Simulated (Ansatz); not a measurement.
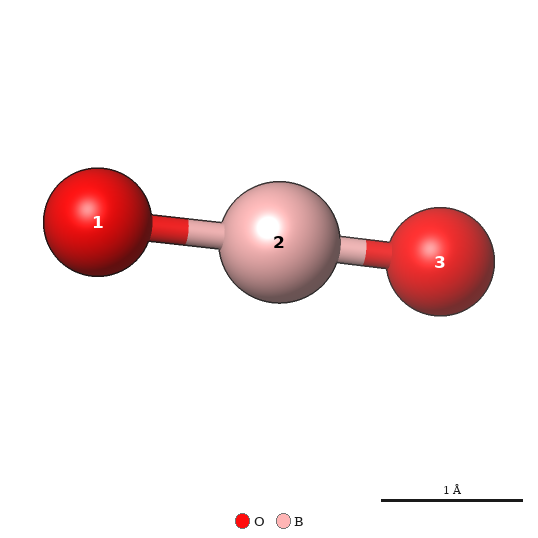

The picture comes from a calculation with Ansatz.

Orthographic view. Depth is shown by fading: the farther an atom, the more it takes the colour of the background. The species is neutral and a spin doublet. Geometry: a fixed input geometry, not necessarily a minimum.

Give the distance matrix in Å.

```tsv
atom	O1	B2	O3
O1	0.00		
B2	1.34	0.00	
O3	2.52	1.18	0.00
```
